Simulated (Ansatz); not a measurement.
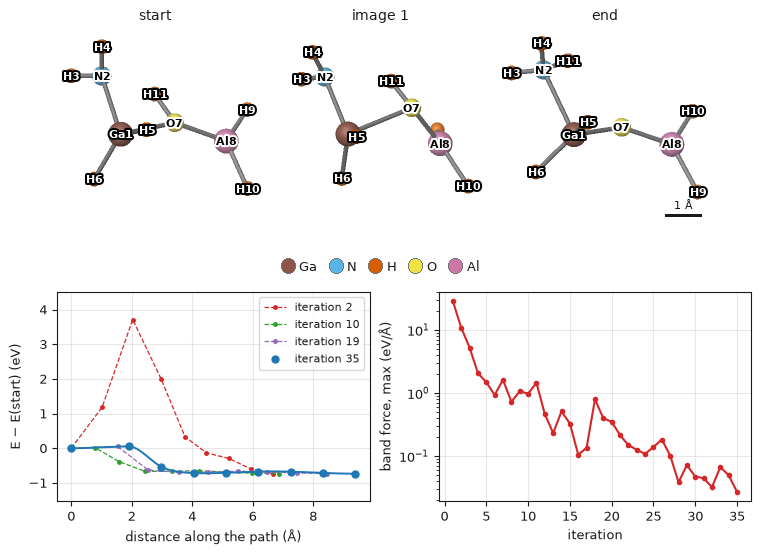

A search for the minimum-energy path of GaAlNH7O by the nudged elastic band. Images are numbered from 0 (start) to 8 (end). The plot follows the band through its iterations. Style: ball-and-stick. Shown from a free direction.

The calculation used RKS B3LYP-D4/def2-SVP (Ansatz 0.2.0). Run with 7 movable images; climbing image; force threshold 0.03 eV/Å; iteration limit 60; starting path through a guess of the saddle point.

> Judge this run.

The run is converged, with reservations. The band converged in 35 iterations. The largest component of the band force went from 29 to 0.027 eV/Å. The climbing image converged on the top of the path. Its vibrational analysis gives one imaginary mode (91i cm⁻¹), as a transition state must have. The first iteration put the highest image at 10.88 eV. The highest point, image 1, lies 0.05 eV above the start and 0.79 eV above the end; the end is at −0.73 eV relative to the start.

Cost: 8.8 min on 4 threads of Arm Neoverse V1 (shared host), peak memory 0.28 GiB.
